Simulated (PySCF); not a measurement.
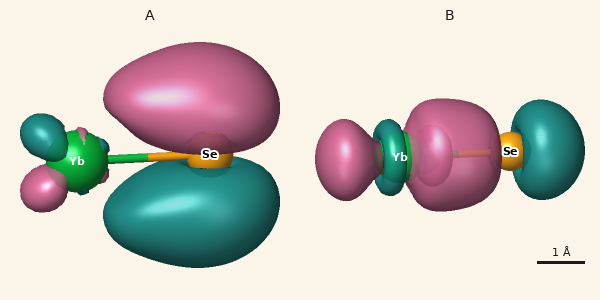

*YbSe. Two frontier orbitals, each drawn at the value that holds 80 % of its norm (teal and pink are the two phases), in no order; of a degenerate pair one member is drawn.*

All numbers below come from PBE0/x2c-SVPall, spin-free X2C-1e, Gaussian nucleus, at a bond length of 2.478 Å in PySCF 2.14.0.

> Label each orbital by symmetry, say whether it is occupied, and order them by energy.

Orbital B: σ, occupied, −5.37 eV; mainly on Yb (75 %).
Orbital A: π, occupied, −4.83 eV; mainly on Se (75 %).
